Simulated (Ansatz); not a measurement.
# Work function of Cd(0001): what the settings cost and change, part 2 of 2

Aim: the work function of Cd(0001) across levels of theory at one geometry.

Ansatz 0.2.0; plane-wave DFT, PBE, Ansatz PAW (the session's first sound run).

So far, work function, upper face (eV): step 2 (slab, setting PBE, Ansatz PAW (420 eV)) 3.88; step 4 (PBEsol) 3.99; step 5 (RPBE) 3.72; step 6 (r2SCAN) 3.91; step 8 (PBE norm-conserving) 3.88.

### 9. Run

This step: plane-wave DFT, LDA, norm-conserving (Ansatz 0.2.0).

input.yaml

```yaml
crystal:
  lattice:
    - [2.98, 0.0, 0.0]
    - [1.49, 2.5807557033, 0.0]
    - [0.0, 0.0, 34.86084]
  atoms:
    - { symbol: Cd, position: [0.0, 0.0, 0.2581693384] }
    - { symbol: Cd, position: [0.6666666667, 0.6666666667, 0.338779559] }
    - { symbol: Cd, position: [0.0, 0.0, 0.4193897795] }
    - { symbol: Cd, position: [0.6666666667, 0.6666666667, 0.5] }
    - { symbol: Cd, position: [0.0, 0.0, 0.5806102205] }
    - { symbol: Cd, position: [0.6666666667, 0.6666666667, 0.661220441] }
    - { symbol: Cd, position: [0.0, 0.0, 0.7418306616] }
kpoints:
  mp_grid: { grid: [16, 16, 1] }
hamiltonian:
  xc: lda
  pseudopotentials: { kind: nc }
scf:
  occupations: { method: fermi_dirac, width: 0.1 }
  convergence: { dr2_threshold: 1.0e-09 }
efield:
  axis: 3
  dipole_correction: true
  ramp_position: 0.97
  ramp_width: 0.06
output:
  write_potential: true
  write_density: true
  volumetric_format: npy
```

Run with:

```console
$ ansatz run input.yaml --threads 4 --pin off --max-ram 6144MiB --backend cpu --events-out ev --progress --plain --runs-dir out
```

Numbers of over 12 decimals in the logs are rounded to 6 here.

The program printed:

```text
[...]
Crystal: 7 atoms, lattice volume = 268.103 Å³
Basis set: ecut = 1387.780699 eV, 31369 PW (Γ)
Bands: 84, of which v1, the nominal top of the filled ones, is band 70 counted from 1 (69 counted from 0)
Symmetry: 6 space group operations
k-points: 30 of 256 (time reversal used)
[...]
k-point 0: bands = [... 66 lower, -0.8441, 0.0822, 1.1878, 2.4460, 3.9023, 5.4256, 7.0464, 8.6462, ... 10 higher]
  k-point 1: bands = [... 66 lower, -0.7332, 0.1869, 1.2848, 2.5230, 4.0402, 5.5335, 7.1446, 8.7377, ... 10 higher]
  k-point 2: bands = [... 66 lower, -0.4257, 0.4859, 1.5660, 2.7534, 4.4402, 5.8548, 7.4367, 9.0099, ... 10 higher]
  k-point 29: bands = [... 66 lower, 6.8410, 6.8891, 7.1892, 7.3381, 7.5171, 7.6524, 7.7632, 8.1231, ... 10 higher]
[key lines of the parts left out:]
SCF converged after 9 iterations
Free energy (F): -33387.859744 eV
Fermi energy:    6.266030 eV
Dipole field:    D = -0.000001 V/Å  (p = -0.000001 e·Å, saw-weighted, corrected)
Work function:   Φ+ = 4.2165 eV   Φ− = 4.2165 eV
```

The job ended after 2.8 min (4 threads of Intel Xeon 6975P-C (Granite Rapids), shared host; peak memory 4.9 GiB).

The work function is 4.217 eV, +0.339 eV from the run “PBE, Ansatz PAW (420 eV)”, at 7.3 times its CPU time.

### 10. Slab, setting PBE, all layers relaxed

This step: plane-wave DFT, PBE, Ansatz PAW (Ansatz 0.2.0).

input.yaml: that of step 9 with these lines changed.

```diff
@@ -16,4 +16,3 @@
 hamiltonian:
-  xc: lda
-  pseudopotentials: { kind: nc }
+  xc: pbe
 scf:
@@ -26,2 +25,5 @@
   ramp_width: 0.06
+relax:
+  f_tol: 0.01
+  max_steps: 40
 output:
```

The program printed:

```text
[...]
Crystal: 7 atoms, lattice volume = 268.103 Å³
Basis set: ecut = 420 eV, 5097 PW (Γ), exchange–correlation on 40×40×480 points (8 copies of the dense FFT grid, shifted against one another)
Bands: 84, of which v1, the nominal top of the filled ones, is band 70 counted from 1 (69 counted from 0)
Symmetry: 6 space group operations
[...]
atoms:
    - { symbol: Cd, position: [0, 0, 0.249788] }
    - { symbol: Cd, position: [0.666667, 0.666667, 0.333652] }
    - { symbol: Cd, position: [0, 0, 0.415997] }
    - { symbol: Cd, position: [0.666667, 0.666667, 0.500000] }
    - { symbol: Cd, position: [0, 0, 0.584003] }
    - { symbol: Cd, position: [0.666667, 0.666667, 0.666348] }
    - { symbol: Cd, position: [0, 0, 0.750212] }
[key lines of the parts left out:]
SCF converged after 8 iterations
Free energy (F): -57780.981819 eV
Fermi energy:    6.602184 eV
Dipole field:    D = -0.000000 V/Å  (p = -0.000000 e·Å, saw-weighted, corrected)
Work function:   Φ+ = 3.8060 eV   Φ− = 3.8060 eV
```

The job ended after 47 s (4 threads; peak memory 1.1 GiB).

The relaxation took 3 steps and lowered the energy by 0.028 eV; the largest force on the free atoms ends at 0.0067 eV/Å.

The work function is 3.806 eV, -0.071 eV from the run “PBE, Ansatz PAW (420 eV)”, at 2.0 times its CPU time.

### 11. Run

This step: plane-wave DFT, PBE, fully relativistic PAW with spin-orbit coupling (Ansatz 0.2.0).

input.yaml: that of step 10 with these lines changed.

```diff
@@ -17,2 +17,3 @@
   xc: pbe
+  pseudopotentials: { kind: paw_fr }
 scf:
@@ -25,5 +26,5 @@
   ramp_width: 0.06
-relax:
-  f_tol: 0.01
-  max_steps: 40
+magnetization:
+  noncollinear: true
+  spin_orbit: true
 output:
```

The program printed:

```text
[...]
non-collinear run that drives no moment, with spin-orbit: no starting moment large enough to seed its density (crystal.atoms[].spin), no starting occupations that ask for one, no magnetisation constraint and no magnetic field, so the semilocal B_xc is pinned to zero
Crystal: 7 atoms, lattice volume = 268.103 Å³
[...]
k-point 1: bands = [... 136 lower, 1.6081, 1.6081, 2.8588, 2.8588, 4.3151, 4.3151, 5.8309, 5.8309, ... 24 higher]
  k-point 2: bands = [... 136 lower, 1.8916, 1.8916, 3.0923, 3.0923, 4.7130, 4.7130, 6.1498, 6.1498, ... 24 higher]
  k-point 29: bands = [... 136 lower, 7.5258, 7.5308, 7.6137, 7.6147, 7.7790, 7.7960, 7.9316, 7.9321, ... 24 higher]
[key lines of the parts left out:]
SCF converged after 11 iterations
Magnetization: |M| = 0.0000 μB,  M = (+0.0000, +0.0000, +0.0000) μB
Free energy (F): -57799.786049 eV
Fermi energy:    6.562889 eV
Dipole field:    D = -0.000000 V/Å  (p = -0.000000 e·Å, saw-weighted, corrected)
Work function:   Φ+ = 3.8834 eV   Φ− = 3.8834 eV
```

Elapsed: 3.3 min, on 4 threads; peak memory 4.4 GiB; 13 min of CPU time.

The work function is 3.883 eV, +0.006 eV from the run “PBE, Ansatz PAW (420 eV)”, at 8.8 times its CPU time.

### 12. Comparing the runs

Times are for 4 threads of Intel Xeon 6975P-C (Granite Rapids), shared host. The series side by side:

```tsv
no.	setting	work function, upper face (eV)	time	memory (GiB)
1	PBE, Ansatz PAW (420 eV)	3.877	27 s	1.2
2	LDA, Ansatz PAW (420 eV)	4.215	29 s	1.2
3	PBEsol, Ansatz PAW (420 eV)	3.992	28 s	1.2
4	RPBE, Ansatz PAW (420 eV)	3.717	30 s	1.2
5	r2SCAN, Ansatz PAW (500 eV)	3.905	61 s	1.9
6	PBE, norm-conserving (1071 eV)	3.876	1.8 min	3.5
7	LDA, norm-conserving (1388 eV)	4.217	2.8 min	4.9
8	PBE, all layers relaxed	3.806	47 s	1.1
9	PBE with spin-orbit coupling (420 eV)	3.883	3.3 min	4.4
```

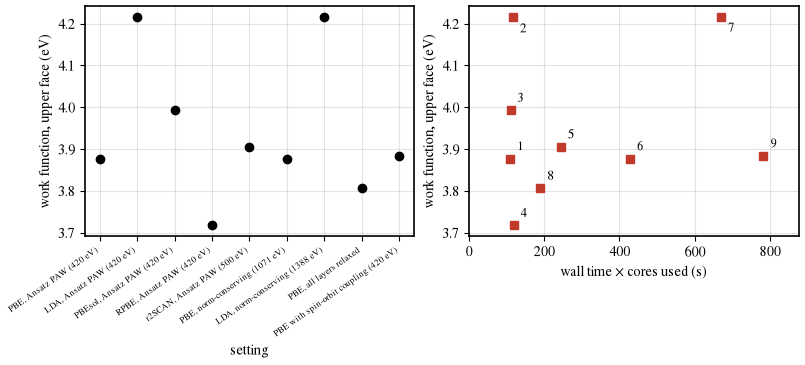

The series as plots; the last panel sets the first result against cost, with the runs numbered as in the table.

### 13. Varying the input

This step: plane-wave DFT, PBE, Ansatz PAW (Ansatz 0.2.0).

An input spoilt on purpose, to show how the run answers: it repeats the earlier run “PBE, Ansatz PAW (420 eV)” with crystal.atoms[0].spin to 2.0, and scf.max_iter set to 60; its output block differs too.

input.yaml, the sections that differ from step 11:

```yaml
crystal:
  lattice:
    - [2.98, 0.0, 0.0]
    - [1.49, 2.5807557033, 0.0]
    - [0.0, 0.0, 34.86084]
  atoms:
    - { symbol: Cd, position: [0.0, 0.0, 0.2581693384], spin: 2.0 }
    - { symbol: Cd, position: [0.6666666667, 0.6666666667, 0.338779559] }
    - { symbol: Cd, position: [0.0, 0.0, 0.4193897795] }
    - { symbol: Cd, position: [0.6666666667, 0.6666666667, 0.5] }
    - { symbol: Cd, position: [0.0, 0.0, 0.5806102205] }
    - { symbol: Cd, position: [0.6666666667, 0.6666666667, 0.661220441] }
    - { symbol: Cd, position: [0.0, 0.0, 0.7418306616] }
hamiltonian:
  xc: pbe
scf:
  occupations: { method: fermi_dirac, width: 0.1 }
  convergence: { dr2_threshold: 1.0e-09 }
  max_iter: 60
# kpoints, efield, output: as in step 11
# magnetization: removed
```

The program printed:

```text
Error: inconsistent input (magnetization.spin_polarized): false but per-atom `spin:`, `per_species`, `initial_magnetization`, `magnetic_field`, or `spin_locking` is set
```

The job ended after 0.02 s (4 threads; peak memory 0.07 GiB).

The program refused the input before any cycle.

The program's message: “Error: inconsistent input (magnetization.spin_polarized): false but per-atom `spin:`, `per_species`, `initial_magnetization`, `magnetic_field`, or `spin_locking` is set”

The fault put into the input: a moment without spin polarisation.

### 14. What came out

* work function, PBE, Ansatz PAW (420 eV): 3.877 eV
* work function, LDA, Ansatz PAW (420 eV): 4.215 eV
* work function, RPBE, Ansatz PAW (420 eV): 3.717 eV
* work function, r2SCAN, Ansatz PAW (500 eV): 3.905 eV
* work function, LDA, norm-conserving (1388 eV): 4.217 eV
* work function, PBE, all layers relaxed: 3.806 eV
* work function, PBE with spin-orbit coupling (420 eV): 3.883 eV

What this shows: PBE on the default files gives 3.88 eV, and the settings tried spread the value from 3.72 to 4.22 eV. At one geometry LDA lies 0.34 eV above PBE. The choice of pseudopotentials moves the PBE value by 0.001 eV. Relaxing the layers changes it by -0.071 eV. Spin-orbit coupling, on the fully relativistic files, changes it by +0.01 eV. The ladder's slabs use the tabulated experimental lattice constant (two decimals; a low-temperature value for the alkali metals).

[Logs are printed without paths, hosts, clocks, repeated set-up lines and the standing remarks that a program may print on its own settings, such as how far it seeks lower states.]

[Hosts, paths, dates, database ids (printed as entryN), source tags and the programs' standing remarks are cut or masked in the printed files.]

[Maps of the electrostatic potential energy from Ansatz leave out the sawtooth potential of an applied field or a dipole correction, so their vacuum need not be flat; planar profiles and work functions include it.]
